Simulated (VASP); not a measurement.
Band structure of Bi2TeSe2 (space group R-3m). These are PBEsol GGA, VASP's PBE PAW potentials (set 64) (plane waves; VASP 6.6.1) values and carry that method's errors.

Unless said otherwise, spin-orbit coupling is left out, though it shifts the bands of the heavy elements here.

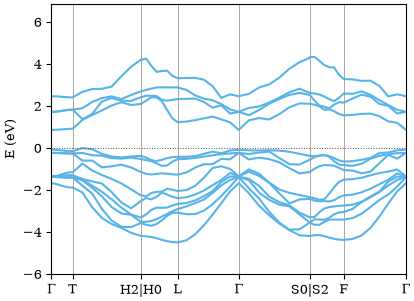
*Bands along high-symmetry lines, zero at the valence-band maximum or, without a gap, the Fermi level*

**Question.** Read the plot: is there a gap, and where are the band edges?

**Answer.** The gap is indirect, 0.86 eV, from the valence maximum at T-H2 at 0.14 to the conduction minimum at Γ.

The structure comes from a computed database's Bi2TeSe2 entry (R-3m); how it stands against other phases isn't given here. The cell was not relaxed at this level. The k-mesh is coarse (spacing up to 0.43 per Å, 2π included), so the numbers may not be converged in it.
